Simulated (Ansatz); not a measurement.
System: BFGeH$_{3}$N.

Input file:

```
crystal:
  periodic: [false, false, false]
  atoms:
    - { symbol: F, position_ang: [-1.023, -2.4285, 0.1423] }
    - { symbol: B, position_ang: [-0.5291, -1.0575, 0.2762] }
    - { symbol: "N", position_ang: [0.4401, -0.097, 0.8984] }
    - { symbol: Ge, position_ang: [-0.1054, 0.89, -0.469] }
    - { symbol: H, position_ang: [1.424, -0.4415, 0.6167] }
    - { symbol: H, position_ang: [-1.0364, 2.0605, 0.0906] }
    - { symbol: H, position_ang: [0.8911, 1.0059, -1.6009] }
basis:
  gaussian: { orbitals: def2-SVP }
hamiltonian:
  xc: pbe0
relax:
  f_tol: 0.02
  max_steps: 50
output:
  orbitals: {}
```

Run with:

```sh
ansatz run input.yaml --threads 2 --pin off --max-ram 3072MiB --backend cpu --events-out ev --progress --plain --runs-dir out
```

The fields are those of the run's last geometry, not of the input's.

All numbers below come from RKS PBE0/def2-SVP (Ansatz 0.2.0).

Q: What will maps of the electron density and electron localisation function show?

A: B–F (1.32 Å): the density is about 2.2 e/Å³ at the midpoint; the ELF peaks at about 0.85 between the atoms: a polar covalent bond.
B–N (1.36 Å): ρ is about 2 e/Å³ halfway; the ELF peaks at about 0.90 between the atoms; a polar covalent bond.
Ge–N (1.93 Å): ρ at the midpoint is about 0.74 e/Å³; the ELF peaks at about 0.80 in the valence shell of N, 0.6 Å from its nucleus, and is about 0.35 at the midpoint.
Ge–B (2.00 Å): the density is about 0.68 e/Å³ at the midpoint; the ELF peaks at about 0.65 in the valence shell of B, 0.8 Å from its nucleus, and is about 0.50 at the midpoint.

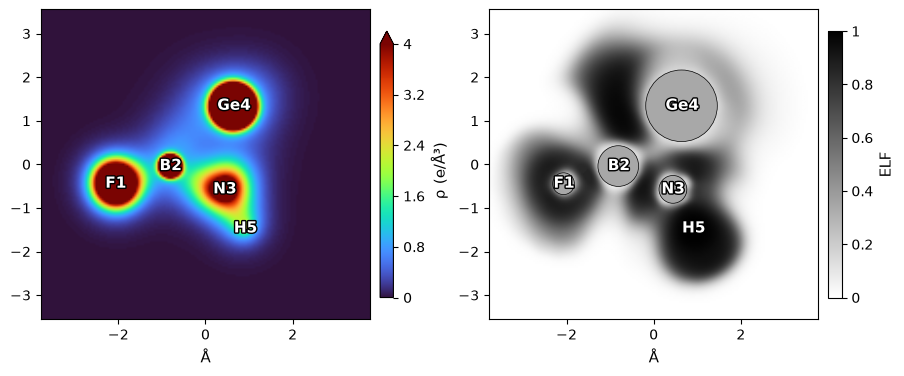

Computed electron density and electron localisation function on the plane of atoms B2, Ge4 and N3, in this order. Grey discs cover the atomic cores in the ELF map. 
